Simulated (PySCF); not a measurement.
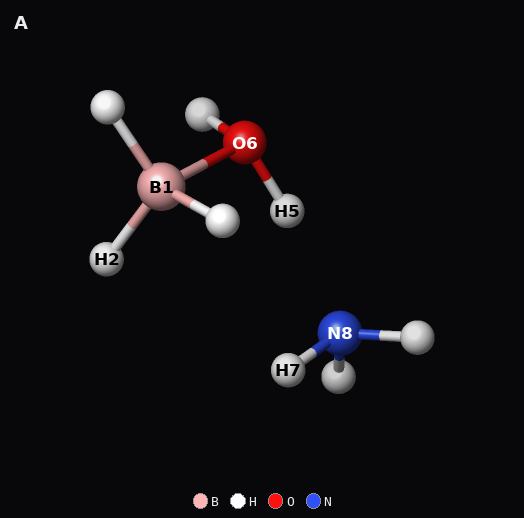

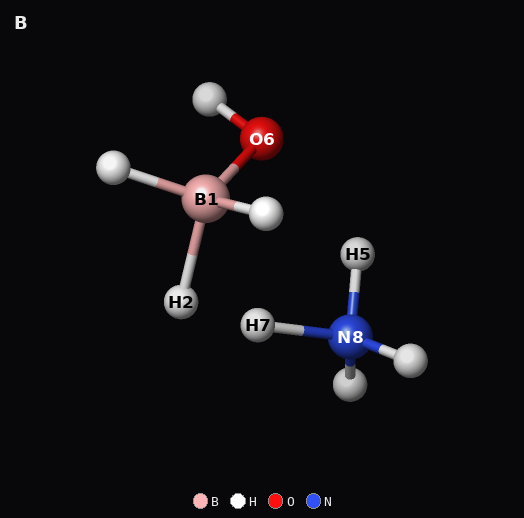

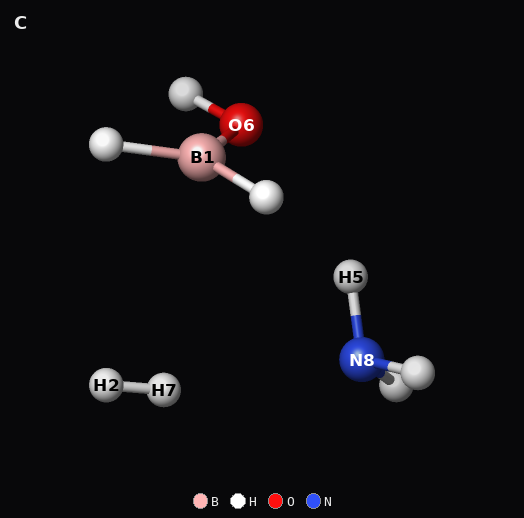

Three stationary points along one reaction path, in mixed order. Sticks follow a distance rule, so a partial bond may show as a full stick or not at all. The species is neutral and a spin singlet. Geometries: PBE0-D4/def2-TZVP; all other levels are single points on them, and energies count from the start as drawn. Program: PySCF 2.14.0. In CBS estimates cores are frozen, and CCSD(T) − MP2 is taken in the smaller basis.

Which panel shows the transition state?

Answer. B.

Which bonds form and which break from A to C?

Answer. Formed: H2–H7, H5–N8; broken: B1–H2, H5–O6, H7–N8. At the saddle point H2···H7 is 1.04 Å, H5···N8 is 1.03 Å, B1···H2 is 1.35 Å, H5···O6 is 1.90 Å, H7···N8 is 1.28 Å.

Give the electronic barrier and the reaction energy from A to C in eV (no zero-point energy) with CCSD(T)/CBS (MP2 limit from def2-TZVPP and def2-QZVPP plus CCSD(T) − MP2); BHLYP-D4/def2-TZVPP; ωB97M-V/def2-TZVPP; RHF-MP2 (frozen core)/def2-QZVPP; B3LYP-D4/def2-TZVPP; PBE0-D4/def2-SVP; RHF/STO-3G.

```csv
level,barrier,reaction energy
CCSD(T)/CBS (MP2 limit from def2-TZVPP and def2-QZVPP plus CCSD(T) − MP2),0.677,−0.161
BHLYP-D4/def2-TZVPP,0.716,−0.188
ωB97M-V/def2-TZVPP,0.669,−0.107
RHF-MP2 (frozen core)/def2-QZVPP,0.657,−0.144
B3LYP-D4/def2-TZVPP,0.597,−0.177
PBE0-D4/def2-SVP,0.519,+0.170
RHF/STO-3G,2.313,+0.742
```
